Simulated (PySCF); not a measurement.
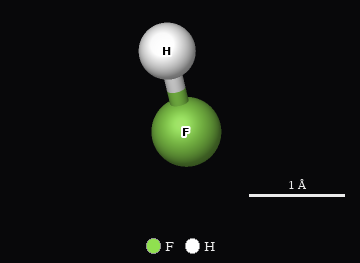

Figure 1. The starting structure (ball-and-stick view, seen at an oblique angle).

**HF: geometry relaxation**

The run: geometry relaxation of HF (hydrofluoric acid), SMILES F. Method and program: PBE0-D3(BJ)/def2-SVP geometry optimisation, gas phase (PySCF 2.14.0).

### What the program printed
```
step   0  E = -100.25689883  max force = 0.039777
step   1  E = -100.25287237  max force = 0.090492
step   2  E = -100.25824427  max force = 0.015004
step   3  E = -100.25843462  max force = 0.003073
step   4  E = -100.25844335  max force = 0.000190
optimisation converged
```

### Trajectory as extended XYZ (Å, eV, eV/Å), 5 frames, from step=0 to step=4
```
2
Properties=species:S:1:pos:R:3:forces:R:3 step=0 energy=-2728.12918
F     0.4880   -0.0284    0.0012   -2.0454   0.0578  -0.0301
H    -0.4705   -0.0004   -0.0134    2.0454  -0.0578   0.0301
2
Properties=species:S:1:pos:R:3:forces:R:3 step=1 energy=-2728.01961
F    -0.3841   -0.1781    0.0358   -4.6533  -1.9442   0.4859
H     0.4016    0.1493   -0.0480    4.6533   1.9442  -0.4859
2
Properties=species:S:1:pos:R:3:forces:R:3 step=2 energy=-2728.16579
F    -0.4076   -0.1887    0.0386   -0.7715  -0.3298   0.0724
H     0.4251    0.1598   -0.0507    0.7715   0.3298  -0.0724
2
Properties=species:S:1:pos:R:3:forces:R:3 step=3 energy=-2728.17097
F    -0.4124   -0.1906    0.0391   -0.1580  -0.0734   0.0068
H     0.4299    0.1618   -0.0512    0.1580   0.0734  -0.0068
2
Properties=species:S:1:pos:R:3:forces:R:3 step=4 energy=-2728.17120
F    -0.4136   -0.1911    0.0392   -0.0058  -0.0098  -0.0094
H     0.4311    0.1623   -0.0513    0.0058   0.0098   0.0094
```

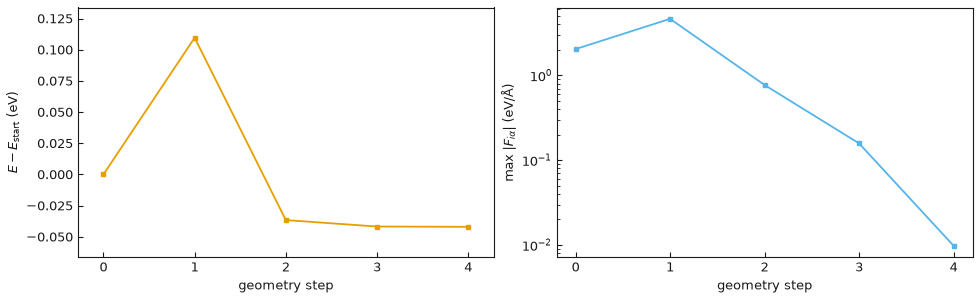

Figure 2. Progress of the relaxation, step by step (steps are counted from 0).

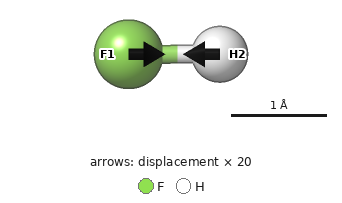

Figure 3. The starting structure with the displacements as black arrows, magnified 20 times (ball-and-stick view, seen at a tilt). The two geometries are laid on each other by the best rigid fit. The energy falls by 0.042 eV in 4 geometry steps. Largest force component: 2 eV/Å at the start, 0.0098 eV/Å at the end. The largest moves after the best rigid fit, 0.019 Å, are those of F1 and H2. Largest moves by element: F 0.019 Å, H 0.019 Å. Among the contacts that change: F1–H2 0.959 → 0.920 Å. (Atoms are counted from 1 in the order of the input.)

This output came from the following input.

### Input
```
{"job": {"xc": "PBE0", "basis": "def2-SVP", "d3": "d3bj", "grid": 1, "shake": 0.01, "kind": "geom"}, "charge": 0, "multiplicity": 1}
F      0.487970    -0.028370     0.001240
H     -0.470490    -0.000450    -0.013370
```

The first line tells a small driver script what to run in PySCF; the rest is the geometry in Å.

Launched with:
```bash
OMP_NUM_THREADS=1 python <driver script> task.json out
```

### Summary

- outcome: converged
- total energy: −100.258443 hartree
- dipole moment: 1.86 D
- point group: Cinfv
- hardware: 1 CPU thread, shared host
- wall time: 0.85 s
- peak memory: 0.22 GiB
